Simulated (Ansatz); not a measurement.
**BHF2 (SMILES FBF): HF/def2-TZVPP**

Aim: the vertical ionisation energy of BHF2 at HF/def2-TZVPP, from 2 runs. 

The calculation is run with Ansatz 0.2.0.

46 further runs of the same task are left out: 46 set aside as unsound or not needed.

## 1. The molecule

BHF2: 4 atoms, total charge 0, spin state singlet. SMILES: `FBF`. The shape is that of a PBE0-D4/def2-TZVP optimisation.

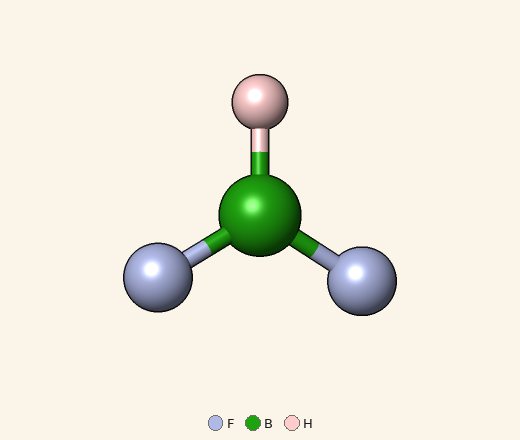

Viewed from a chosen angle; fluorine light blue, boron green, hydrogen pink.

## 2. The energy at HF/def2-TZVPP

The input, run.yaml:

```yaml
crystal:
  periodic: [false, false, false]
  atoms:
    - symbol: F
      position_ang: [1.154300, 0.456900, -0.361900]
    - symbol: B
      position_ang: [-0.001900, -0.031000, 0.025200]
    - symbol: F
      position_ang: [-1.095400, 0.528700, -0.438900]
    - symbol: H
      position_ang: [-0.057000, -0.954600, 0.775600]
basis:
  gaussian:
    orbitals: def2-TZVPP
hamiltonian:
  xc: hf
accuracy: high
output: {orbitals: {seedname: orbitals}}
```

On the command line:

```bash
ansatz run run.yaml --threads 1 --pin off --max-ram 3480MiB --events-out events.jsonl --progress --plain --runs-dir runs
```

Output:

```text
Warning: RAYON_NUM_THREADS=1 ignored (pool sized by the plan → 1); use --threads N
Functional definition: HF
  name "HF"
  exchange = exact_x
  correlation = 0
1729 factors; integrals over basis functions are off by at most 3.4e-9 eV
mean field evaluation 1: about -6103.5136 eV, gradient 3.2e1 eV
mean field evaluation 2: about -6103.5155 eV, gradient 3.2e1 eV
mean field evaluation 4: about -6105.2979 eV, gradient 2.0e0 eV
mean field evaluation 8: about -6105.3126 eV, gradient 7.0e-2 eV
mean field -6105.31260695 eV, -224.3660999757 hartree, gradient 3.7e-8 eV, S^2 0.000000; 0 other end points of the search recorded, 0 dependent functions left out
reference -6105.31260695 eV, -224.3660999757 hartree; 12, 12 occupied and 95, 95 virtual orbitals, 1729 factors
Total energy: -6105.31260695 eV, -224.3660999757 hartree
```

It took 3.3 s on 1 thread of Intel Xeon Platinum 8175M at 2.50GHz (Skylake/Cascade Lake), shared host; peak memory 0.24 GiB.

## 3. The doublet cation

The input, in.yaml:

```yaml
crystal:
  periodic: [false, false, false]
  atoms:
    - {symbol: F, position_ang: [1.154300, 0.456900, -0.361900]}
    - {symbol: B, position_ang: [-0.001900, -0.031000, 0.025200]}
    - {symbol: F, position_ang: [-1.095400, 0.528700, -0.438900]}
    - {symbol: H, position_ang: [-0.057000, -0.954600, 0.775600]}
basis:
  gaussian: {orbitals: def2-TZVPP}
total_charge: 1
magnetization: {spin_polarized: true, initial_magnetization: 1}
hamiltonian: {xc: hf}
accuracy: high
output: {orbitals: {seedname: orbitals}}
```

On the command line:

```bash
ansatz run in.yaml --threads 1 --pin off --max-ram 3480MiB --events-out events.jsonl --progress --plain --runs-dir runs
```

Output:

```text
Warning: RAYON_NUM_THREADS=1 ignored (pool sized by the plan → 1); use --threads N
Functional definition: HF
  name "HF"
  exchange = exact_x
  correlation = 0
1729 factors; integrals over basis functions are off by at most 3.4e-9 eV
mean field evaluation 1: about -6084.2939 eV, gradient 4.6e1 eV
mean field evaluation 2: about -6084.2954 eV, gradient 4.6e1 eV
mean field evaluation 4: about -6091.1181 eV, gradient 2.8e0 eV
mean field evaluation 8: about -6091.2111 eV, gradient 7.7e-3 eV
mean field evaluation 16: about -6089.5647 eV, gradient 1.4e0 eV
mean field evaluation 32: about -6089.7887 eV, gradient 2.9e-1 eV
mean field -6091.21113366 eV, -223.8478803909 hartree, gradient 1.9e-8 eV, S^2 0.764913; 0 other end points of the search recorded, 0 dependent functions left out
reference -6091.21113366 eV, -223.8478803909 hartree; 12, 11 occupied and 95, 96 virtual orbitals, 1729 factors
Total energy: -6091.21113366 eV, -223.8478803909 hartree
```

It took 6.3 s on 1 thread of Intel Xeon Platinum 8175M at 2.50GHz (Skylake/Cascade Lake), shared host; peak memory 0.28 GiB.

## 4. Outcome

Level: HF/def2-TZVPP.

```
                                          quantity          value
                        singlet BHF2: total energy  -224.36610 Eh
                         singlet BHF2: HOMO energy      -15.23 eV
                         singlet BHF2: LUMO energy        2.88 eV
                       singlet BHF2: HOMO–LUMO gap       18.12 eV
                      doublet cation: total energy  -223.84788 Eh
doublet cation: HOMO energy (highest over α and β)      -25.15 eV
 doublet cation: LUMO energy (lowest over α and β)      -13.05 eV
                              doublet cation: ⟨S²⟩          0.765
vertical ionisation energy (to the doublet cation)      14.101 eV
```

**Reading.** The vertical ionisation energy comes to 14.10 eV (1361 kJ/mol). The negative HOMO energy of the first species, 15.23 eV, lies 1.13 eV above that difference.
